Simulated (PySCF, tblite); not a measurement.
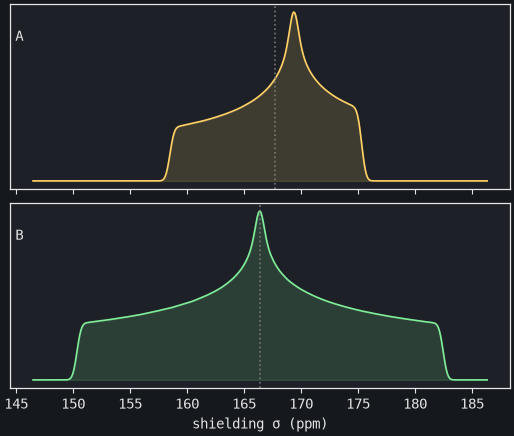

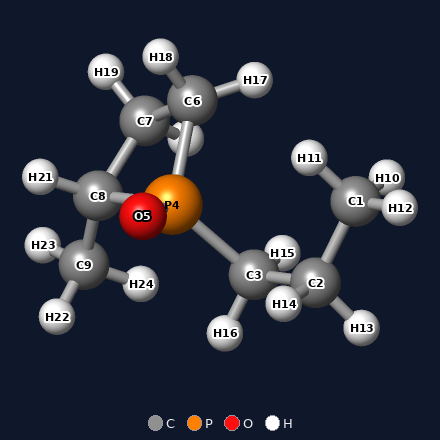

Static powder patterns (¹³C) from GIAO shielding tensors of C₇H₁₅OP, SMILES CCC[P@@]1(=O)CC[C@H]1C, PBE0/pcSseg-1 with PySCF, at a GFN2-xTB geometry (a minimum by its frequencies); absolute shielding, one fixed geometry of the isolated molecule without any motion, no dipolar terms. The dotted line is the isotropic value; skew is 3(σiso − σ22)/span.

### The patterns belong to C2 and C7, from the top. Give the principal values, span and skew.

C2: σ11, σ22, σ33 = 158, 169, 175 ppm, isotropic 168, span 17 ppm, skew −0.29; C7: σ11, σ22, σ33 = 150, 166, 182 ppm, isotropic 166, span 32 ppm, skew 0.00.

Note: the tight-binding geometry is rougher than a DFT one and adds to the error; one conformer of a flexible molecule.
